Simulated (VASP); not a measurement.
Band structure of TaN (relaxed from the NbAs structure, space group I4_1md). Level of theory: r2SCAN meta-GGA, VASP's PBE PAW potentials (set 64) (plane waves; VASP).

Unless said otherwise, spin-orbit coupling is left out, though it shifts the bands of the heavy elements here.

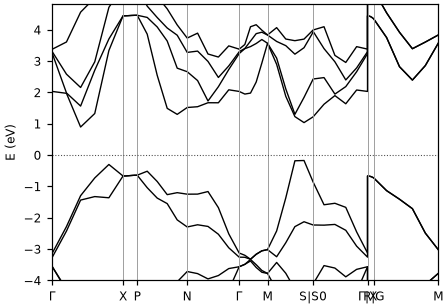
Bands along high-symmetry lines, zero at the valence-band maximum or, without a gap, the Fermi level

Question: Read the plot: is there a gap, and where are the band edges?

Answer: The gap is indirect, 0.82 eV, from the valence maximum at (-0.33, 0.33, 0.33) to the conduction minimum at (-0.25, 0.25, 0.00).

The structure was generated: TaN was put into the NbAs type (I4_1md), which need not be its known phase. It was relaxed first, which changed the volume by +23 %.
